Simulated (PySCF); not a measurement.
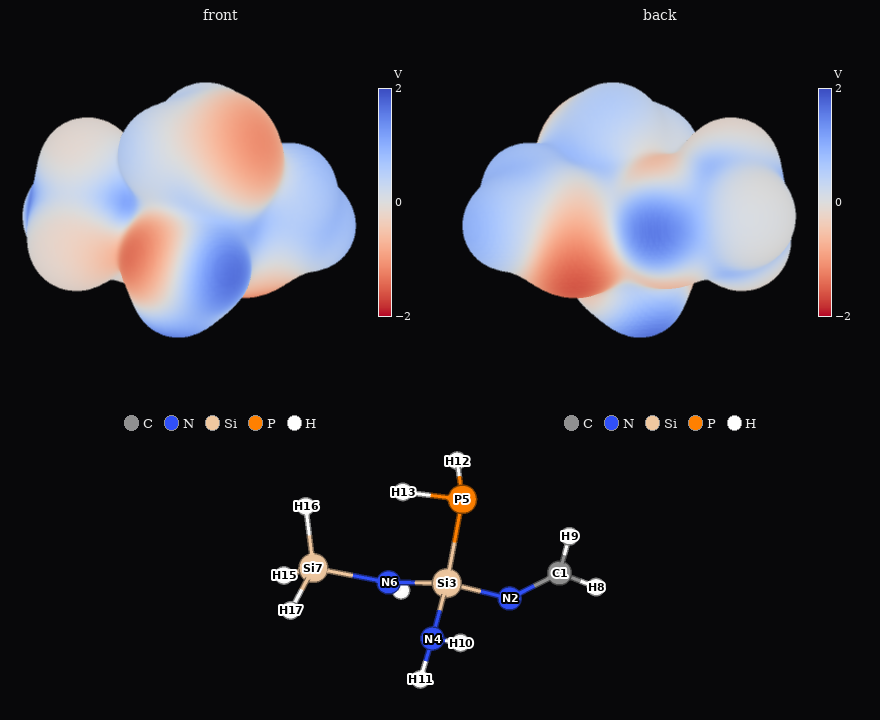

Figure 1: CH$_{10}$N$_{3}$PSi$_{2}$. The molecular electrostatic potential painted on the density surface at 0.002 e/bohr³, seen from the front and from behind; red is negative and blue positive. The bare structure is drawn below in the same view.

Geometry: GFN2-xTB.

These are results of PySCF 2.14.0, PBE0/pcSseg-1, SCF density, gas phase, non-relativistic, not measurements.

```yaml
atoms:
  - { symbol: C, position_ang: [-2.8002, 1.0132, 0.1144] }
  - { symbol: N, position_ang: [-1.9550, 0.3326, -0.4991] }
  - { symbol: Si, position_ang: [-0.2265, 0.3781, -0.2319] }
  - { symbol: N, position_ang: [0.6400, 1.1887, -1.4857] }
  - { symbol: P, position_ang: [0.2509, 1.5510, 1.6336] }
  - { symbol: N, position_ang: [0.2077, -1.2941, -0.2653] }
  - { symbol: Si, position_ang: [1.7746, -1.9798, -0.0261] }
  - { symbol: H, position_ang: [-3.8500, 0.9354, -0.1541] }
  - { symbol: H, position_ang: [-2.5557, 1.7019, 0.9349] }
  - { symbol: H, position_ang: [0.5549, 2.1895, -1.5595] }
  - { symbol: H, position_ang: [0.6292, 0.7699, -2.4010] }
  - { symbol: H, position_ang: [-0.2184, 0.5750, 2.4959] }
  - { symbol: H, position_ang: [1.5494, 1.0981, 1.7344] }
  - { symbol: H, position_ang: [-0.5595, -1.9250, -0.4221] }
  - { symbol: H, position_ang: [1.5860, -3.4190, -0.2099] }
  - { symbol: H, position_ang: [2.2539, -1.6856, 1.3308] }
  - { symbol: H, position_ang: [2.7118, -1.4178, -0.9992] }
```

> Where is the surface potential most negative and most positive?

The most negative region (about −1.5 V) lies over N2, the most positive (about +1.6 V) over H10, H11 and H14. N2 is the likeliest acceptor of a hydrogen bond.

> How polar is the molecule by this calculation?

Its dipole moment is 1.13 D.
